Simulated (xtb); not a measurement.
**C₂H₇FOSi (charge −1): energy and gradient calculation (part 2 of 2)**

Continued. System: C₂H₇FOSi, charge −1, multiplicity 2. Method: GFN1-xTB (xtb 6.7.1). The run did not end well. The geometry was optimised with GFN2-xTB.

Geometry of the input (Å):
```
F  0.0722  1.8459  -0.4989
C  -0.0561  1.4901  0.8354
O  -0.8173  0.3834  0.9897
C  -0.1898  -0.8422  0.5895
Si 0.1383  -0.9651  -1.2983
H  -0.5605  2.3267  1.3312
H  0.9784  1.3685  1.2017
H  -0.8910  -1.6128  0.9105
H  0.7318  -0.9716  1.1724
H  -1.0161  -0.4203  -2.0006
H  0.3114  -2.3956  -1.5664
H  1.3756  -0.2620  -1.6322
```

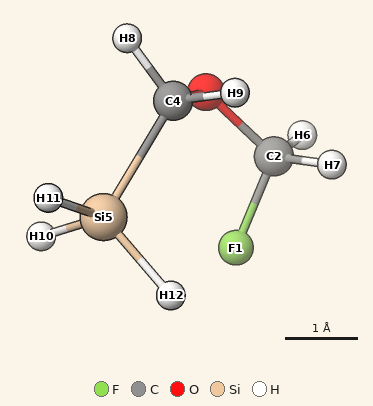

*The structure (ball-and-stick view, seen at a tilt; atoms are numbered from 1 in the order of the input).*

## Log, continued
```
 127   -207.9954378 -0.104059E+00  0.123E+02    4.40       1.0  T
 128   -208.1679942 -0.172556E+00  0.126E+02    5.24       1.0  T
 129   -209.0800347 -0.912041E+00  0.967E+01    3.82       1.0  T
 130   -198.4847156  0.105953E+02  0.595E+01    2.37       1.0  T
 131   -194.7167978  0.376792E+01  0.498E+01    1.18       1.0  T
 132   -202.9367193 -0.821992E+01  0.666E+01    2.20       1.0  T
 133   -208.5694217 -0.563270E+01  0.425E+01    2.74       1.0  T
 134   -220.9015694 -0.123321E+02  0.579E+01    0.21       1.0  T
 135   -206.3804755  0.145211E+02  0.204E+02    1.44       1.0  T
 136   -207.3863516 -0.100588E+01  0.137E+02    4.23       1.0  T
 137   -207.7087229 -0.322371E+00  0.157E+02    4.24       1.0  T
 138   -207.7432399 -0.345170E-01  0.150E+02    3.70       1.0  T
 139   -207.8854931 -0.142253E+00  0.162E+02    3.44       1.0  T
 140   -207.8691701  0.163230E-01  0.147E+02    2.66       1.0  T
 141   -208.0681300 -0.198960E+00  0.151E+02    2.73       1.0  T
 142   -211.4795404 -0.341141E+01  0.105E+02    0.72       1.0  T
 143   -208.4430356  0.303650E+01  0.140E+02    4.16       1.0  T
 144   -210.5818594 -0.213882E+01  0.651E+01    2.16       1.0  T
 145   -211.2329281 -0.651069E+00  0.551E+01    1.85       1.0  T
 146   -222.4500940 -0.112172E+02  0.412E+01    2.65       1.0  T
 147   -213.6495804  0.880051E+01  0.575E+01    1.37       1.0  T
 148   -223.9324188 -0.102828E+02  0.776E+01    1.14       1.0  T
 149   -212.3681325  0.115643E+02  0.112E+02    4.42       1.0  T
 150   -213.1357617 -0.767629E+00  0.106E+02    2.64       1.0  T
 151   -213.5230362 -0.387275E+00  0.841E+01    1.50       1.0  T
 152    -20.0567533  0.193466E+03  0.204E+01    4.04       1.0  T
 153   -190.3508024 -0.170294E+03  0.473E+01    0.30       1.0  T
 154   -195.5924322 -0.524163E+01  0.495E+01    1.30       1.0  T
 155   -206.9983676 -0.114059E+02  0.846E+01    3.11       1.0  T
 156    -17.1358910  0.189862E+03  0.968E+00    0.39       1.0  T
 157   -204.1855491 -0.187050E+03  0.234E+02   10.67       1.0  T
 158    -12.3612957  0.191824E+03  0.115E+01    0.60       1.0  T
 159   -207.3481633 -0.194987E+03  0.197E+03  799.66       1.0  T
 160   -201.1483314  0.619983E+01  0.343E+02   40.58       1.0  T
 161   -212.6410750 -0.114927E+02  0.433E+02    1.72       1.0  T
 162   -209.4522081  0.318887E+01  0.927E+02  120.84       1.0  T
 163   -209.3104171  0.141791E+00  0.846E+02  100.89       1.0  T
 164   -210.0917209 -0.781304E+00  0.451E+02   28.38       1.0  T
 165   -217.3975361 -0.730582E+01  0.109E+02    2.88       1.0  T
 166   -209.6234797  0.777406E+01  0.239E+02    4.26       1.0  T
 167   -207.9043187  0.171916E+01  0.154E+02    2.65       1.0  T
 168   -207.6903758  0.213943E+00  0.118E+02    2.42       1.0  T
 169   -210.1272194 -0.243684E+01  0.848E+01    0.79       1.0  T
 170   -107.6321086  0.102495E+03  0.363E+01    2.49       1.0  T
 171   -207.0863554 -0.994542E+02  0.809E+01    3.23       1.0  T
 172   -201.6759277  0.541043E+01  0.572E+01    1.72       1.0  T
 173   -207.2255221 -0.554959E+01  0.745E+01    2.80       1.0  T
 174   -197.5333007  0.969222E+01  0.511E+01    1.35       1.0  T
 175   -207.7459703 -0.102127E+02  0.782E+01    2.92       1.0  T
 176   -198.0782861  0.966768E+01  0.512E+01    1.37       1.0  T
 177   -208.4495030 -0.103712E+02  0.717E+01    2.44       1.0  T
 178    -10.4436275  0.198006E+03  0.130E+01    1.62       1.0  T
 179   -206.8173881 -0.196374E+03  0.108E+03  245.98       1.0  T
 180   -195.9161551  0.109012E+02  0.143E+02    7.10       1.0  T
 181   -203.9869517 -0.807080E+01  0.143E+02    5.08       1.0  T
 182   -177.6100713  0.263769E+02  0.339E+01    1.30       1.0  T
 183   -225.1354677 -0.475254E+02  0.716E+01    2.21       1.0  T
 184   -213.2648738  0.118706E+02  0.452E+01    1.83       1.0  T
 185    -18.6906856  0.194574E+03  0.111E+01    0.85       1.0  T
 186   -205.6888841 -0.186998E+03  0.367E+02   32.49       1.0  T
 187   -186.7038838  0.189850E+02  0.442E+01    0.11       1.0  T
 188   -200.3232315 -0.136193E+02  0.520E+01    1.85       1.0  T
 189   -204.0959729 -0.377274E+01  0.588E+01    2.09       1.0  T
 190    -63.3853232  0.140711E+03  0.208E+01    0.30       1.0  T
 191   -224.7776338 -0.161392E+03  0.704E+01    1.60       1.0  T
 192   -221.8514638  0.292617E+01  0.337E+01    3.27       1.0  T
 193   -208.6551273  0.131963E+02  0.858E+01    2.56       1.0  T
 194    -18.4608530  0.190194E+03  0.109E+01    1.84       1.0  T
 195   -223.7771442 -0.205316E+03  0.127E+02    4.01       1.0  T
 196   -222.8570791  0.920065E+00  0.682E+01    1.47       1.0  T
 197   -212.4971838  0.103599E+02  0.775E+01    1.48       1.0  T
 198   -188.6771207  0.238201E+02  0.443E+01    1.26       1.0  T
 199   -196.8251034 -0.814798E+01  0.495E+01    0.90       1.0  T
 200   -168.8946779  0.279304E+02  0.408E+01    0.67       1.0  T
 201   -194.4638367 -0.255692E+02  0.482E+01    1.02       1.0  T
 202   -189.8211267  0.464271E+01  0.453E+01    1.08       1.0  T
 203   -195.8703834 -0.604926E+01  0.499E+01    1.47       1.0  T
 204   -197.6544466 -0.178406E+01  0.521E+01    1.60       1.0  T
 205   -198.3110776 -0.656631E+00  0.529E+01    1.59       1.0  T
 206   -196.9047242  0.140635E+01  0.510E+01    1.38       1.0  T
 207   -196.7290669  0.175657E+00  0.508E+01    1.41       1.0  T
 208   -195.0716307  0.165744E+01  0.490E+01    1.27       1.0  T
 209   -193.9549940  0.111664E+01  0.480E+01    1.24       1.0  T
 210   -194.0250060 -0.700120E-01  0.480E+01    1.24       1.0  T
 211   -196.2965528 -0.227155E+01  0.505E+01    1.24       1.0  T
 212   -196.8677173 -0.571165E+00  0.511E+01    1.19       1.0  T
 213   -198.0364814 -0.116876E+01  0.524E+01    1.18       1.0  T
 214   -199.5733905 -0.153691E+01  0.542E+01    1.29       1.0  T
 215   -200.3665309 -0.793140E+00  0.550E+01    1.35       1.0  T
 216   -200.3533282  0.132027E-01  0.550E+01    1.34       1.0  T
 217   -202.5099118 -0.215658E+01  0.578E+01    1.69       1.0  T
 218   -201.7144838  0.795428E+00  0.553E+01    1.43       1.0  T
 219   -200.1164989  0.159798E+01  0.530E+01    1.16       1.0  T
 220   -199.9702065  0.146292E+00  0.528E+01    1.17       1.0  T
 221   -199.7408967  0.229310E+00  0.527E+01    1.14       1.0  T
 222   -202.8357378 -0.309484E+01  0.579E+01    1.72       1.0  T
 223   -204.8178497 -0.198211E+01  0.621E+01    2.07       1.0  T
 224   -205.1563422 -0.338493E+00  0.631E+01    2.15       1.0  T
 225   -205.2259389 -0.695967E-01  0.634E+01    2.16       1.0  T
 226   -205.1711645  0.547744E-01  0.632E+01    2.15       1.0  T
 227   -204.9916058  0.179559E+00  0.624E+01    2.12       1.0  T
 228   -204.7157124  0.275893E+00  0.614E+01    2.07       1.0  T
 229   -204.4326543  0.283058E+00  0.605E+01    2.01       1.0  T
 230   -204.1751093  0.257545E+00  0.597E+01    1.95       1.0  T
 231   -203.9479070  0.227202E+00  0.590E+01    1.89       1.0  T
 232   -203.7114906  0.236416E+00  0.583E+01    1.83       1.0  T
 233   -203.4268321  0.284659E+00  0.576E+01    1.75       1.0  T
 234   -203.1000094  0.326823E+00  0.568E+01    1.64       1.0  T
 235   -202.8015996  0.298410E+00  0.563E+01    1.55       1.0  T
 236   -202.6124334  0.189166E+00  0.560E+01    1.50       1.0  T
 237   -202.5977157  0.147177E-01  0.560E+01    1.49       1.0  T
 238   -202.8458188 -0.248103E+00  0.562E+01    1.55       1.0  T
 239   -203.1250010 -0.279182E+00  0.563E+01    1.60       1.0  T
 240   -202.1725295  0.952471E+00  0.539E+01    1.32       1.0  T
 241   -201.9554771  0.217052E+00  0.539E+01    1.32       1.0  T
 242   -202.5590974 -0.603620E+00  0.549E+01    1.50       1.0  T
 243   -201.7891592  0.769938E+00  0.538E+01    1.32       1.0  T
 244   -201.9173086 -0.128149E+00  0.543E+01    1.39       1.0  T
 245   -202.3321848 -0.414876E+00  0.550E+01    1.51       1.0  T
 246   -202.3771603 -0.449755E-01  0.550E+01    1.51       1.0  T
 247   -202.3473512  0.298091E-01  0.550E+01    1.51       1.0  T
 248   -202.3520053 -0.465405E-02  0.550E+01    1.51       1.0  T
 249   -202.3519201  0.851544E-04  0.550E+01    1.51       1.0  T
 250   -202.2411181  0.110802E+00  0.547E+01    1.47       1.0  T

   *** convergence criteria cannot be satisfied within 250 iterations ***

         #    Occupation            Energy/Eh            Energy/eV
      -------------------------------------------------------------
         1        2.0000          -19.1096698            -520.0006
       ...           ...                  ...                  ...
        11        2.0000           -2.7650771             -75.2416
        12        2.0000           -2.6262660             -71.4643
        13        2.0000           -1.0502899             -28.5798
        14        2.0000           -0.6848630             -18.6361
        15        2.0000           -0.4616777             -12.5629
        16        1.9998           -0.4316187             -11.7449
        17        1.0002           -0.4151892             -11.2979 (HOMO)
        18                         -0.3612563              -9.8303 (LUMO)
        19                         -0.3281031              -8.9281
        20                         -0.2803113              -7.6277
        21                         -0.2032276              -5.5301
        22                         -0.1086867              -2.9575
       ...                                ...                  ...
        39                          6.4682052             176.0088
      -------------------------------------------------------------
                  HL-Gap            0.0539329 Eh            1.4676 eV
             Fermi-level           -0.4058152 Eh          -11.0428 eV

 SCC (total)                   0 d,  0 h,  0 min,  0.162 sec
 SCC setup                      ...        0 min,  0.000 sec (  0.039%)
 Dispersion                     ...        0 min,  0.000 sec (  0.017%)
 classical contributions        ...        0 min,  0.000 sec (  0.008%)
 integral evaluation            ...        0 min,  0.002 sec (  1.133%)
 iterations                     ...        0 min,  0.156 sec ( 96.368%)
 molecular gradient             ...        0 min,  0.004 sec (  2.363%)
 printout                       ...        0 min,  0.000 sec (  0.068%)

########################################################################
[ERROR] Program stopped due to fatal error
-3- Single point calculation terminated
-2- xtb_calculator_singlepoint: Electronic structure method terminated
-1- scf: Self consistent charge iterator did not converge
########################################################################
```

## Standard error
```
ERROR STOP
Error termination. Backtrace:
abnormal termination of xtb
```

## What the run reported

- outcome: not converged
- electrons treated: 33
- basis functions: 40
- peak memory: 0.075 GiB

## Diagnosis

The run did not converge. Its last values are not results.
